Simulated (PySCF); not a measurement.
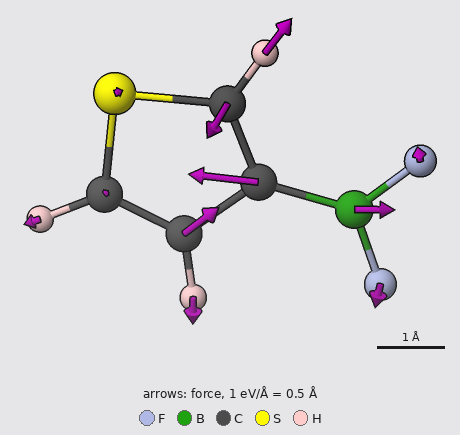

Starting geometry of C4H3BF2S with the computed forces as purple arrows. The picture is a ball-and-stick view, seen at a tilt.

The start comes from GFN2-xTB. Its atoms were then displaced at random by about 0.01 Å.

The calculation used PySCF 2.14.0, density-fitted response routines, PBE0-D3(BJ)/def2-SVP geometry optimisation, gas phase. 

Question: What follows when this structure is relaxed?

Answer: It isn't relaxed: the largest force vector, on a C atom, is 2.17 eV/Å. The final displacements follow the starting forces only in part (cosine between the two patterns 0.46). The atom that moves furthest after the best rigid fit is an F atom (0.076 Å). Largest moves by element: F 0.076 Å, H 0.055 Å, C 0.031 Å, B 0.019 Å, S 0.017 Å. Near-neighbour distances that change, for instance: B–C 1.502 → 1.540 Å, C–H 1.054 → 1.090 Å, C–C 1.459 → 1.433 Å, C–C 1.356 → 1.367 Å. Bond angles that change, for instance: F–B–F 113.1° → 116.9°, F–B–C 123.9° → 121.3°, B–C–C 125.3° → 122.7°. The energy falls by 0.108 eV in 7 geometry steps.
